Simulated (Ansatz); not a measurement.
# C11H21CuS: the cost of one run

The runs use Ansatz 0.2.0, Gaussian basis; the settings change from run to run.

3 further runs of the same task are left out: 3 that didn't finish.

## Step 1: The geometry

The structure was relaxed beforehand with PBE-D4/def2-SVP.

SMILES `C=CCCCCCCCCC[S][Cu]`, 34 atoms, charge 0, spin multiplicity 1.

Atoms are counted from 1 here; the program's logs count them from 0.

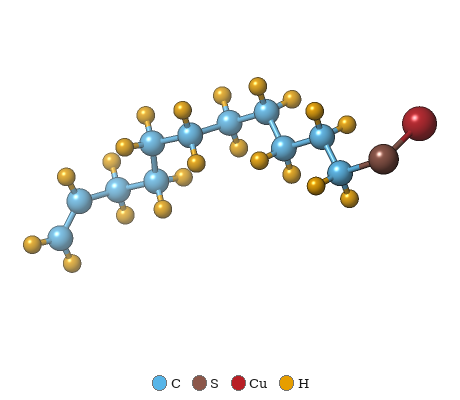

The structure; carbon blue, sulfur brown, copper red, hydrogen amber.

## Step 2: B97M-V/def2-mTZVPP

Set apart from the defaults: coordinates scaled by 1.05.

in.yaml reads:

```yaml
crystal:
  periodic: [false, false, false]
  atoms:
    - {symbol: C, position_ang: [-6.084112, -0.598080, 0.629161]}
    - {symbol: C, position_ang: [-5.114280, 0.080713, -0.140784]}
    - {symbol: C, position_ang: [-4.112203, -0.605858, -1.149820]}
    - {symbol: C, position_ang: [-2.553817, -0.504817, -0.719491]}
    - {symbol: C, position_ang: [-1.961255, 0.991851, -0.688469]}
    - {symbol: C, position_ang: [-0.415119, 1.086898, -0.242822]}
    - {symbol: C, position_ang: [0.626458, 0.420051, -1.274694]}
    - {symbol: C, position_ang: [2.175890, 0.601812, -0.871368]}
    - {symbol: C, position_ang: [2.614844, -0.157733, 0.478137]}
    - {symbol: C, position_ang: [4.181051, -0.010272, 0.810199]}
    - {symbol: C, position_ang: [4.641805, -0.785937, 2.136901]}
    - {symbol: S, position_ang: [6.490049, -0.509928, 2.635475]}
    - {symbol: Cu, position_ang: [7.452691, -0.846244, 0.656478]}
    - {symbol: H, position_ang: [-6.782227, -0.036738, 1.360312]}
    - {symbol: H, position_ang: [-6.217635, -1.746675, 0.552279]}
    - {symbol: H, position_ang: [-5.027216, 1.233059, -0.025771]}
    - {symbol: H, position_ang: [-4.404260, -1.728195, -1.273210]}
    - {symbol: H, position_ang: [-4.234932, -0.115216, -2.205454]}
    - {symbol: H, position_ang: [-2.418295, -0.995157, 0.332691]}
    - {symbol: H, position_ang: [-1.931286, -1.156175, -1.460819]}
    - {symbol: H, position_ang: [-2.091378, 1.478663, -1.744738]}
    - {symbol: H, position_ang: [-2.597060, 1.643588, 0.041112]}
    - {symbol: H, position_ang: [-0.298146, 0.598001, 0.811868]}
    - {symbol: H, position_ang: [-0.129256, 2.211053, -0.101939]}
    - {symbol: H, position_ang: [0.399109, -0.720346, -1.389953]}
    - {symbol: H, position_ang: [0.451892, 0.885063, -2.332480]}
    - {symbol: H, position_ang: [2.418578, 1.741168, -0.765931]}
    - {symbol: H, position_ang: [2.844385, 0.218525, -1.749602]}
    - {symbol: H, position_ang: [2.338643, -1.291030, 0.389444]}
    - {symbol: H, position_ang: [1.997557, 0.247320, 1.383115]}
    - {symbol: H, position_ang: [4.471910, 1.115767, 0.911369]}
    - {symbol: H, position_ang: [4.818493, -0.416749, -0.088394]}
    - {symbol: H, position_ang: [4.028705, -0.401309, 3.054115]}
    - {symbol: H, position_ang: [4.420416, -1.927061, 2.043074]}
basis:
  gaussian: {orbitals: def2-mTZVPP}
hamiltonian: {xc: {name: B97M-V}}
scf: {omitted_lower_state_checks: [starts]}
output: {forces: true}
```

Started as:

```
ansatz run in.yaml --threads 4 --pin off --events-out ev --progress --plain --max-ram 6963MiB
```

**Question.** How long does this run take on 4 threads of AMD EPYC 9R45, shared host, and how much memory does it need?

About 18 s, with a peak of 1.2 GiB.
